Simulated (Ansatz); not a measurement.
**C$_{3}$H$_{5}$F$_{3}$: density, localisation and related maps**

```xyz
11

C    -0.2143   -1.0556    0.7584
C     0.2860   -0.3075   -0.4636
C     0.0255    1.1716   -0.3935
F    -1.2841    1.4489   -0.2985
F     0.4821    1.8009   -1.4860
F     0.6228    1.7392    0.6657
H     0.2744   -0.6991    1.6665
H    -0.0034   -2.1210    0.6581
H    -1.2917   -0.9351    0.8810
H     1.3638   -0.4310   -0.5920
H    -0.1955   -0.6683   -1.3755
```

Geometry: PBE0-D4/def2-TZVP.

These are results of Ansatz, RKS PBE0-D4/def2-TZVPP, not measurements.

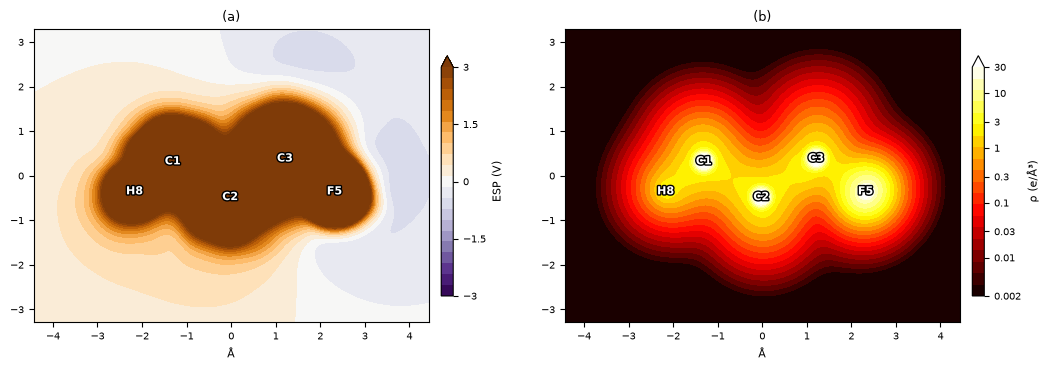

Figure 1. (a) molecular electrostatic potential; (b) total electron density on the plane of atoms C2, C3 and F5.

Read the bonding off the picture.

The section cuts through C, F and H sites.
C–F (1.34 Å): ρ is about 2.4 e/Å³ halfway.
C–C (1.50 Å): ρ at the midpoint is about 1.8 e/Å³.
C–H (1.09 Å): the density is about 2 e/Å³ at the midpoint.
Outside the dense part of the molecule the potential is most negative (−0.7 V) near F5.

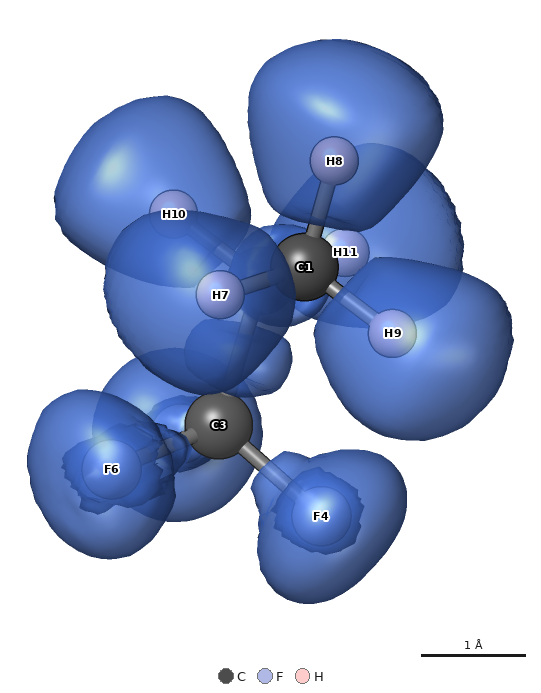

Figure 2. Isosurface of the electron localisation function at 0.75 (blue), seen at an oblique angle. Core shells and regions of very low density are left out.

Describe the localisation domains.

The ELF exceeds this value in two regions between bonded C–C atoms (shared pairs), five regions around hydrogen nuclei and three regions on F in which the atom's valence shell and bonds are merged.


C–F (1.34 Å): the ELF peaks at about 0.80 between the atoms; a polar covalent bond. C–C (1.50 Å): the ELF peaks at about 1 between the atoms; a covalent bond.

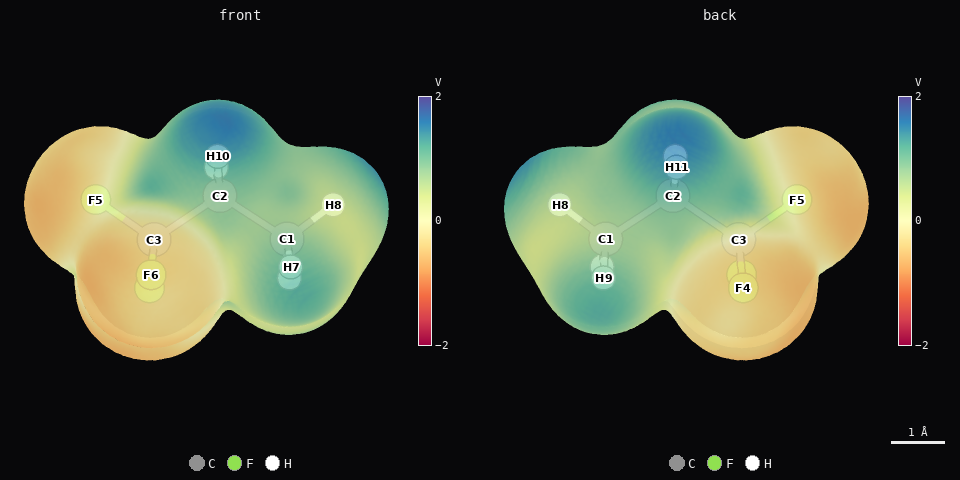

Figure 3. The molecular electrostatic potential painted on the density surface at 0.004 e/bohr³, seen from the front and from behind; red is negative and blue positive.

Describe the electrostatic potential map.

The most negative region (about −0.6 V, or −14 kcal/mol for a unit charge) lies over F4, F5 and F6, the most positive (about +1.6 V, or +37 kcal/mol for a unit charge) over H10 and H11.

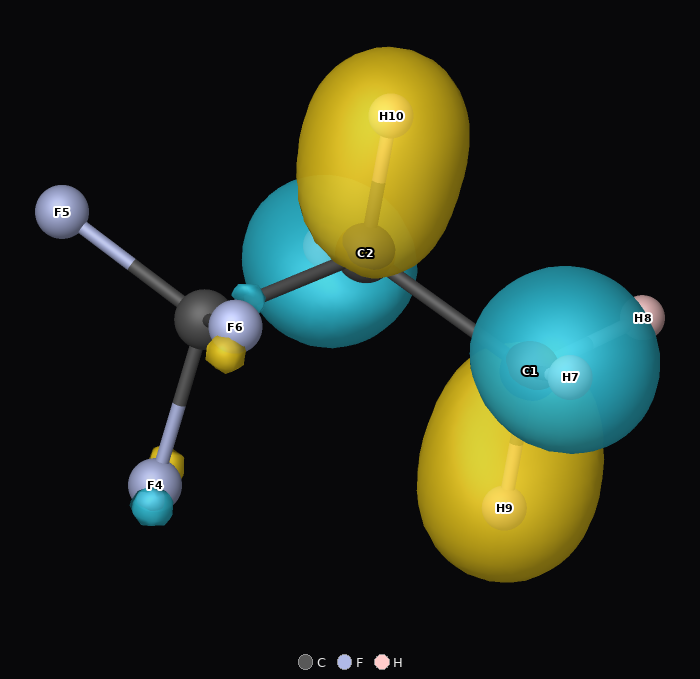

Figure 4. The HOMO−1 at ±0.2 Å⁻³ᐟ² (yellow and cyan are the two phases), seen at a tilt.

What is the character of this orbital?

Its weight (Hirshfeld) is mainly on C1 (about 25 %), C2 (about 20 %), H7 (about 15 %), H9 (about 15 %), H10 (about 10 %) and H11 (about 10 %). Its energy is −10.39 eV.
